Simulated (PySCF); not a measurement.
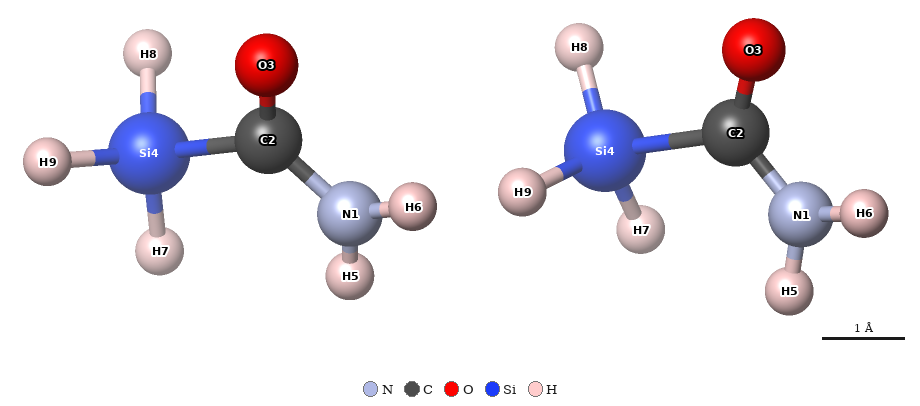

Two geometries of CH$_{5}$NOSi, drawn at one scale. One is the start of a relaxation, the other its converged end. A ball-and-stick model, seen at a tilt.

Theory: PBE0-D3(BJ)/def2-SVP geometry optimisation, gas phase in PySCF. 

Q: Which one is relaxed?

A: The left one is the relaxed one. The start comes from GFN2-xTB. Its atoms were then displaced at random by about 0.03 Å. Over 15 geometry steps the energy falls by 10.5 kcal/mol. O3 moves most after the best rigid fit: 0.48 Å. By element the largest moves are O 0.48 Å, H 0.43 Å, C 0.17 Å, N 0.11 Å, Si 0.11 Å. Among the contacts that change: C2–Si4 2.035 → 1.931 Å, Si4–H8 1.417 → 1.490 Å, N1–C2 1.293 → 1.356 Å, N1–H6 1.072 → 1.015 Å. Among the angles between lasting bonds that change: C2–Si4–H7 104.1° → 112.5°, H5–N1–H6 112.2° → 119.2°, C2–Si4–H9 102.6° → 107.7°. Groups turn about C2–Si4 by about 30°. Cost: 35 s on 1 thread of Arm Neoverse V1, with other jobs on the host.
